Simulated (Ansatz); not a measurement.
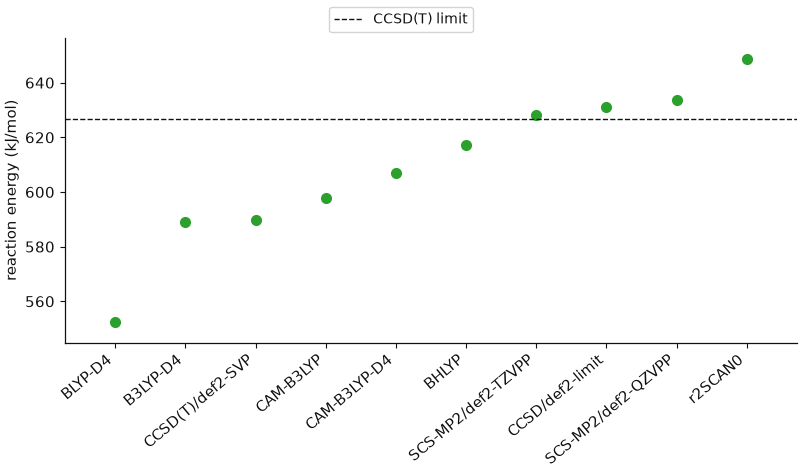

Electronic reaction energy of SiBr₂F₂ (F[Si](F)(Br)Br) → BrF (FBr) + SiBrF (F[Si]Br) [singlet] (SMILES in brackets) at several levels (functionals in def2-TZVPP unless a basis is named), isolated molecules at PBE0-D4 triple-zeta geometries, minima by their frequencies, no zero-point or thermal terms, the Ansatz code. The line is frozen-core CCSD(T) at the basis limit (MP2 extrapolated from triple and quadruple zeta, plus CCSD(T) less MP2 in a smaller set). No dispersion term is added to CAM-B3LYP, BHLYP and r2SCAN0. The distance of CCSD(T)/def2-SVP, SCS-MP2/def2-TZVPP and SCS-MP2/def2-QZVPP to the limit includes basis error. The limit lies 10.6 kJ/mol from CCSD(T)/def2-TZVPP, so the line itself is uncertain by a part of that.

Question: What do zero-point energy and temperature add?

Answer: Zero-point change −10.2 kJ/mol; at 298.15 K and 1 bar the CCSD(T) limit plus thermal terms gives an enthalpy of reaction of 618.9 and a free energy of 568.5 kJ/mol (harmonic PBE0-D4 modes, ideal gas).

Question: Give the values.

Answer:
```tsv
level	kJ/mol	less CCSD(T) limit
BLYP-D4	552.6	−74.0
B3LYP-D4	589.1	−37.4
CCSD(T)/def2-SVP	589.7	−36.9
CAM-B3LYP	597.7	−28.9
CAM-B3LYP-D4	607.0	−19.6
BHLYP	617.2	−9.4
SCS-MP2/def2-TZVPP	628.0	1.4
CCSD/def2-limit	630.9	4.4
SCS-MP2/def2-QZVPP	633.7	7.1
r2SCAN0	648.7	22.1
CCSD(T) limit	626.6	0.0
```

Note: no scalar relativity up to krypton; outer-core shells are correlated without core-valence functions, which makes the correlated values less sure.
